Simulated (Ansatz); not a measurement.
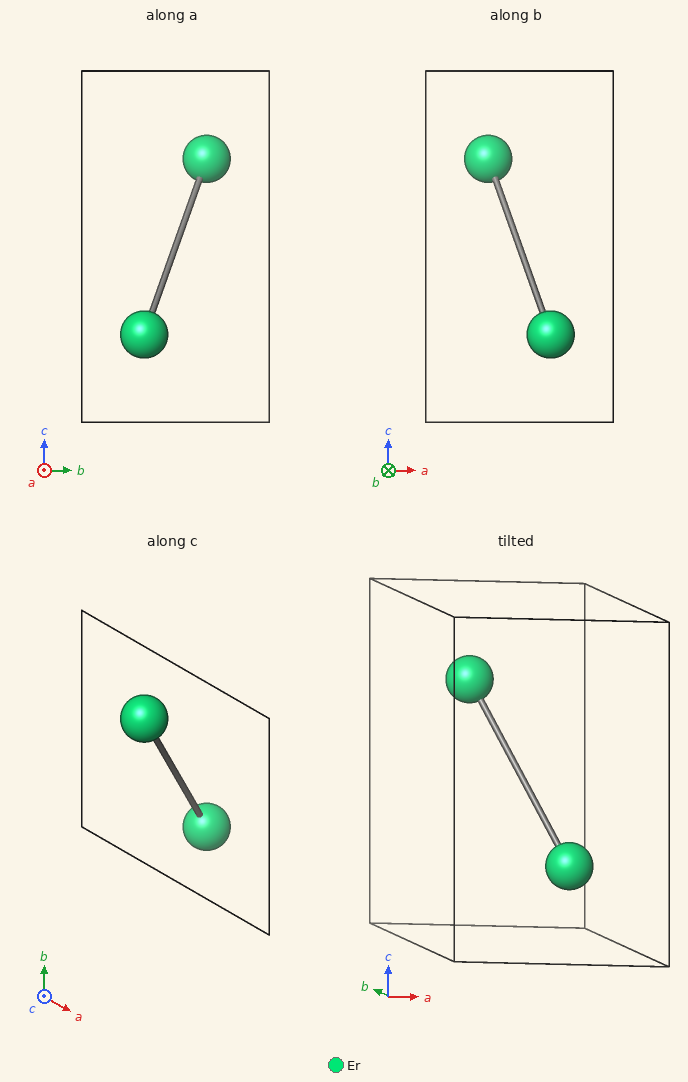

The figure gives a ball-and-stick picture of the atoms, viewed along the a axis, along the b axis, along the c axis and slightly off an axis. The wireframe shows the conventional unit cell.

Lattice parameters: a = 3.5095 Å, b = 3.5095 Å, c = 5.6963 Å, α = 90.000°, β = 90.000°, γ = 120.000°.

Record the structure as a CIF with its space group and independent sites.

```cif
data_structure
_symmetry_space_group_name_H-M 'P 63/m m c'
_symmetry_Int_Tables_number 194
_cell_length_a 3.5095
_cell_length_b 3.5095
_cell_length_c 5.6963
_cell_angle_alpha 90.000
_cell_angle_beta 90.000
_cell_angle_gamma 120.000
_cell_volume 60.76
loop_
_atom_site_label
_atom_site_type_symbol
_atom_site_symmetry_multiplicity
_atom_site_Wyckoff_symbol
_atom_site_fract_x
_atom_site_fract_y
_atom_site_fract_z
_atom_site_occupancy
Er1 Er 2 d 0.3333 0.6667 0.7500 1
```

Starting structure: the standard structure of this element. This is the structure after a relaxation with DFT PBEsol, scalar-relativistic, plane waves, PAW in Ansatz.
